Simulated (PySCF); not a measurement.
# C7H8 (cycloheptatriene) at 6 levels

We compute a comparison of 6 runs (B3LYP/6-31G*, BLYP/6-31G*, M06-L/6-31G*, PBE/6-31G*, PBE0/6-31G*, CCSD(T)/6-31G*) of C7H8 (cycloheptatriene). Input form: a Python script.

The results are computed with PySCF 2.14.0.

**1. The structure to begin with**

The species is C7H8 (15 atoms), meant as a singlet with charge 0. As SMILES, `C1=CC=CCC=C1`. The C1–H8 distance was set to 1.956 Å, away from the relaxed value. At this shape a bond of the SMILES string is far longer than usual.

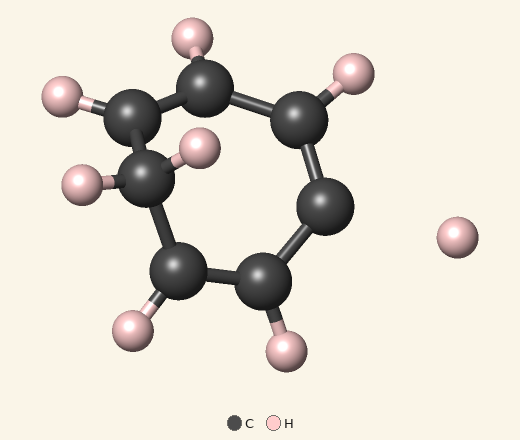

The structure, seen from a chosen angle (carbon dark grey, hydrogen pink).

**2. A single-point energy at B3LYP/6-31G(d) (spherical functions) (run 1)**

Contents of run.py:

```python
from pyscf import gto, dft

mol = gto.Mole()
mol.atom = '''
C     -0.722741    -0.274530     1.234995
C      1.748397    -0.935216     1.429221
C      3.375659    -1.577987    -0.645850
C      3.209382    -0.598051    -2.981325
C      1.475143     1.560111    -3.547090
C     -1.162537     0.570820    -3.324952
C     -2.131740    -0.105532    -1.078710
H     -2.647393     0.008239     4.377324
H      2.486827    -1.261439     3.317038
H      4.812040    -2.999175    -0.278676
H      4.369958    -1.363560    -4.490006
H      1.831054     2.340927    -5.419411
H      1.767106     3.063161    -2.148862
H     -2.315610     0.423894    -5.015464
H     -4.119845    -0.611109    -0.980690
'''
mol.unit = 'bohr'
mol.verbose = 4
mol.max_memory = 1860
mol.basis = '6-31g*'
mol.build()

calc0 = dft.RKS(mol, xc='b3lyp')
calc0.conv_tol = 1e-10
calc0.grids.level = 5
calc0.kernel()
if not calc0.converged:
    calc0 = calc0.newton().run(calc0.mo_coeff, calc0.mo_occ)

e_tot = calc0.e_tot
print(f'total energy: {e_tot:.8f} hartree')
```

Command:

```bash
$ OMP_NUM_THREADS=1 python run.py
```

Output:

```text
PySCF version 2.14.0

[... 87 lines left out ...]
converged SCF energy = -271.377881778404
total energy: -271.37788178 hartree
```

Wall time 43 s (1 thread of Intel Xeon at 2.70GHz, shared host); peak memory 0.63 GiB.

**3. The energy at BLYP/6-31G(d) (spherical functions) (run 2)**

Contents of run.py:

```python
from pyscf import gto, dft

mol = gto.M(
    atom='''
C     -0.722741    -0.274530     1.234995
C      1.748397    -0.935216     1.429221
C      3.375659    -1.577987    -0.645850
C      3.209382    -0.598051    -2.981325
C      1.475143     1.560111    -3.547090
C     -1.162537     0.570820    -3.324952
C     -2.131740    -0.105532    -1.078710
H     -2.647393     0.008239     4.377324
H      2.486827    -1.261439     3.317038
H      4.812040    -2.999175    -0.278676
H      4.369958    -1.363560    -4.490006
H      1.831054     2.340927    -5.419411
H      1.767106     3.063161    -2.148862
H     -2.315610     0.423894    -5.015464
H     -4.119845    -0.611109    -0.980690
''',
    unit='bohr',
    verbose=3,
    basis='6-31g*',
    max_memory=1860,
    charge=0,
)

mf = dft.RKS(mol)
mf.xc = 'blyp'
mf.grids.level = 5
mf.conv_tol = 1e-10
mf.kernel()
if not mf.converged:
    mf = mf.newton().run(mf.mo_coeff, mf.mo_occ)

etot = mf.e_tot
print(f'total energy: {etot:.8f} hartree')
```

Command:

```bash
$ OMP_NUM_THREADS=1 python run.py
```

Output:

```text
converged SCF energy = -271.242875053689
total energy: -271.24287505 hartree
```

It took 59 s on 1 thread of Intel Xeon at 2.70GHz, shared host; peak memory 0.63 GiB.

Runs 3 to 5 aren't shown in full; the table further down has their settings and results.

**4. A single-point energy at CCSD(T)/6-31G(d) (spherical functions) (run 6)**

Changes to run.py since step 3:

```diff
@@ -1,2 +1,2 @@
-from pyscf import gto, dft
+from pyscf import gto, cc
 
@@ -20,12 +20,10 @@
 ''',
+    spin=0,
+    verbose=3,
+    max_memory=1860,
+    basis='6-31g*',
     unit='bohr',
-    verbose=3,
-    basis='6-31g*',
-    max_memory=1860,
-    charge=0,
 )
 
-mf = dft.RKS(mol)
-mf.xc = 'blyp'
-mf.grids.level = 5
+mf = mol.RHF()
 mf.conv_tol = 1e-10
@@ -35,3 +33,6 @@
 
-etot = mf.e_tot
-print(f'total energy: {etot:.8f} hartree')
+mycc = cc.CCSD(mf, frozen=7)
+mycc.kernel()
+e_t = mycc.ccsd_t()
+e_final = mycc.e_tot + e_t
+print('E(%s) = %.9f' % ('CCSD(T)', e_final))
```

Command:

```bash
$ OMP_NUM_THREADS=1 python run.py
```

Output:

```text
converged SCF energy = -269.528956740094
E(CCSD) = -270.4933256664712  E_corr = -0.9643689263767821
CCSD(T) correction = -0.0447459069523678
E(CCSD(T)) = -270.538071573
```

Run time: 2.7 min. Hardware: 1 thread of Intel Xeon at 2.70GHz, shared host; peak memory 1.4 GiB.

**5. Overview of the runs**

```
run                                 level  integration grid  frozen core orbitals  energy (Eh)  dipole moment (D) of the reference  HOMO energy (eV)  LUMO energy (eV)  wall time
  1    B3LYP/6-31G* (spherical functions)                 5                     –  -271.377882                                1.76             -6.11             -1.68       43 s
  2     BLYP/6-31G* (spherical functions)                 5                     –  -271.242875                                1.81             -5.14             -2.23       59 s
  3    M06-L/6-31G* (spherical functions)                 5                     –  -271.336262                                1.83             -5.53             -2.26       79 s
  4      PBE/6-31G* (spherical functions)                 5                     –  -271.015774                                1.71             -5.34             -2.35       54 s
  5     PBE0/6-31G* (spherical functions)                 5                     –  -271.042496                                1.67             -6.35             -1.46       47 s
  6  CCSD(T)/6-31G* (spherical functions)                 –                     7  -270.538072                                2.01             -8.43              2.29    2.7 min
```

**6. Outcome**

| quantity | value |
| --- | --- |
| run 6: total energy | -270.53807 Eh |
| run 6: dipole moment (Hartree–Fock density) | 2.01 D |
| run 6: HOMO energy (Hartree–Fock orbitals) | -8.43 eV |
| run 6: LUMO energy (Hartree–Fock orbitals) | 2.29 eV |
| run 6: HOMO–LUMO gap (Hartree–Fock orbitals) | 10.72 eV |
| run 6: correlation energy (7 core orbitals frozen) | -1009.1 mEh |
| run 6: (T) correction | -44.75 mEh |
| run 6: T1 diagnostic | 0.015 |

**Reading.** Over runs 1, 2, 3, 4, 5 the dipole moment (its size) runs from 1.67 D (PBE0/6-31G*) to 1.83 D (M06-L/6-31G*). Over runs 1, 2, 3, 4, 5 the HOMO–LUMO gap runs from 2.91 eV (BLYP/6-31G*) to 4.89 eV (PBE0/6-31G*). Totals of different functionals can't be ranked against each other. In runs 1, 2, 3, 4, 5, 6 a closed-shell determinant meets a far-stretched bond, which it describes badly. All runs together took 7.4 min, the longest 2.7 min.
